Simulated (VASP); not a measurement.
Band structure of As (a7). All values below come from r2SCAN meta-GGA with spin-orbit coupling, VASP's PBE PAW potentials (set 64) (plane waves; VASP).

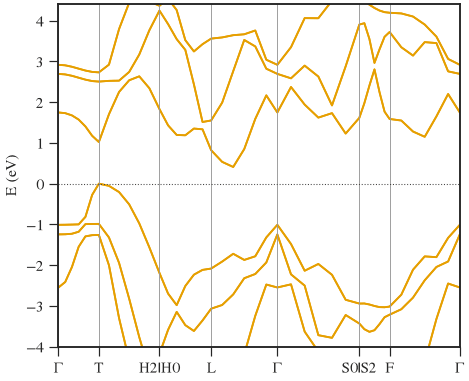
Fig. 1. Bands along high-symmetry lines, zero at the valence-band maximum or, without a gap, the Fermi level

### Question
Read the plot: is there a gap, and where are the band edges?

### Answer
The gap is indirect, 0.41 eV, from the valence maximum at T to the conduction minimum at (0.38, 0.00, 0.00).

The compound is As in the a7 structure. It was relaxed first, which changed the volume by +30 %.
